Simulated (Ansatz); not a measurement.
```xyz
6

B    -0.0912   -0.1241   -0.4135
Cl    0.1789    1.4628    0.9443
F     0.8904   -0.0939   -1.2988
F    -1.3596   -0.1497   -0.7860
H     0.2348   -0.0831    1.0212
H     0.1466   -1.0121    0.5329
```

A transition-state structure; geometry: PBE0-D4/def2-TZVP.

All numbers below come from RKS PBE0-D4/def2-TZVPP (Ansatz 0.2.0).

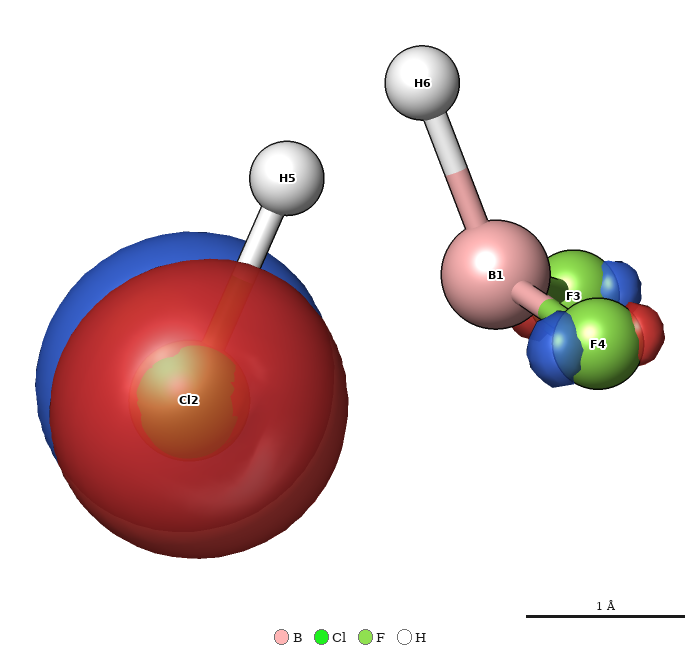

BF₂H···HCl. The HOMO at ±0.2 Å⁻³ᐟ² (red and blue are the two phases), seen across its widest extent.

**Describe this orbital and give its energy.**

Its weight (Hirshfeld) is mainly on Cl2 (about 90 %); largely a lone pair of Cl2. Its energy is −9.76 eV.
